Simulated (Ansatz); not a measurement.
The structure below was relaxed with PBEsol (Ansatz, a program for electronic structure), scalar-relativistic without spin-orbit coupling.

```yaml
crystal:
  lattice:
    - [0.00000, 3.09145, 3.09145]
    - [3.09145, 0.00000, 3.09145]
    - [3.09145, 3.09145, 0.00000]
  atoms:
    - { symbol: W, position: [0.00000, 0.00000, 0.00000] }
    - { symbol: Br, position: [0.25000, 0.25000, 0.25000] }
    - { symbol: Br, position: [0.75000, 0.75000, 0.75000] }
```

### Question
Find the space group and the Wyckoff positions.

### Answer
Space group Fm-3m (No. 225); a = 6.183 Å, b = 6.183 Å, c = 6.183 Å, α = 90.00°, β = 90.00°, γ = 90.00°

| atom | site | symmetry | x | y | z |
|---|---|---|---|---|---|
| W | 4a | m-3m | 0.0000 | 0.0000 | 0.0000 |
| Br | 8c | -43m | 0.2500 | 0.2500 | 0.2500 |

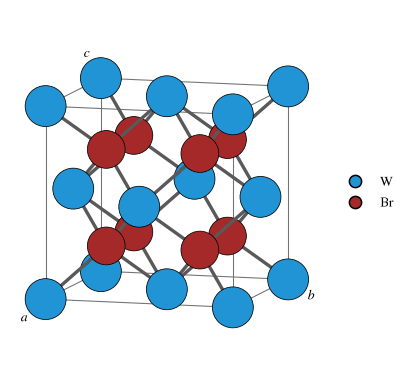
Figure. The conventional cell

Whether these cells are dynamically stable was not tested. The cell was made from WSe2 by this change: Se → Br; the result is a hypothetical phase, not in the database extracts checked.
